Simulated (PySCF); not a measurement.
CCl, doublet (excess alpha electrons: πy +1). PBE0/def2-TZVPPD, PySCF, UKS. One reference determinant with the occupation held, the lowest that a PBE0 search over spins and occupations found; no spin-orbit coupling. Zero is the separated fragments in their ground configurations, without counterpoise. 2 further points of the run are not drawn. Horizontal lines: vibrational levels from ωe and ωexe, starting at v = 0. The dipole is positive if the first atom is negative.

### What bond curve does the calculation give?

re = 1.643 Å, ωe = 891 cm⁻¹, ωexe = 5.1 cm⁻¹, De = 4.40 eV.
```
r (Å)  E (eV)
1.416   −3.34
1.482   −3.93
1.548   −4.25
1.598   −4.37
1.647   −4.40
1.696   −4.36
1.762   −4.25
1.845   −4.02
1.944   −3.68
2.075   −3.16
```

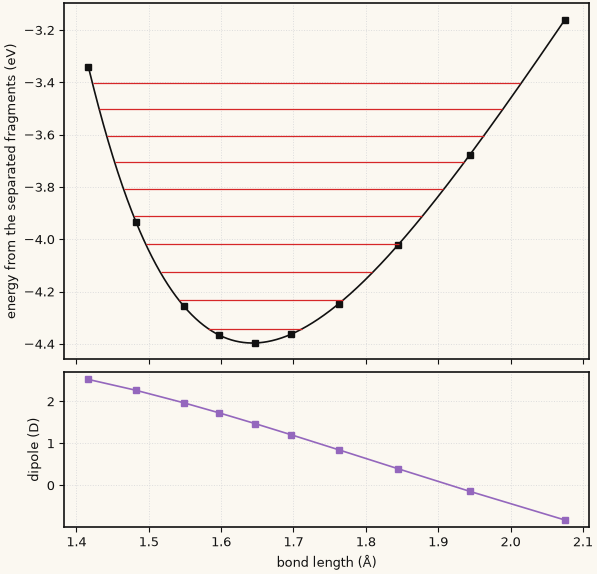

Caveats: lowest determinant of a PBE0 search, another state may lie lower.
